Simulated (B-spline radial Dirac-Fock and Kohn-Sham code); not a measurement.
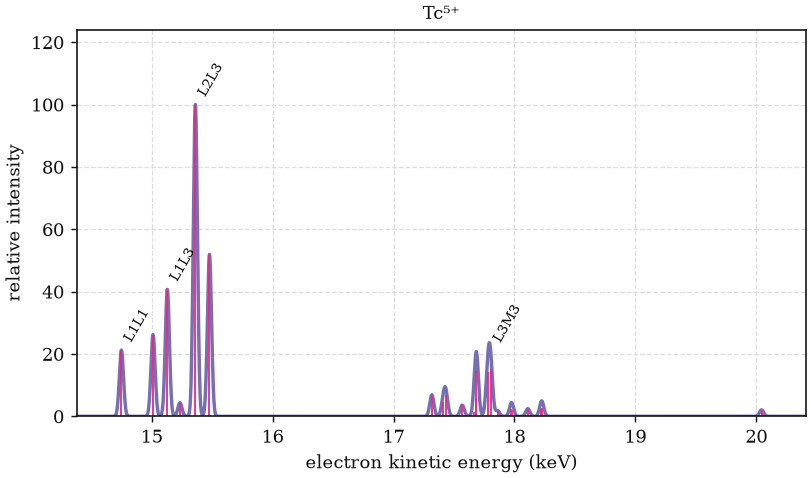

Auger groups that fill a K (1s) hole, broadened by 40 eV full width. Kinetic energies count from the vacuum level; very weak lines are left out. The figure is for technetium in charge state +5 (Tc⁵⁺), configuration [Kr] 4d2. Level of theory: independent-particle Coulomb rates on relativistic LDA orbitals, configuration-average energies from Dirac–Fock; calculated with a B-spline radial code.

Q: Which group is strongest?

A: K-L2L3 at 15.36 keV, 29 % of the non-radiative width.

Q: How wide is the K level from this decay?

A: The non-radiative width is 1.06 eV.
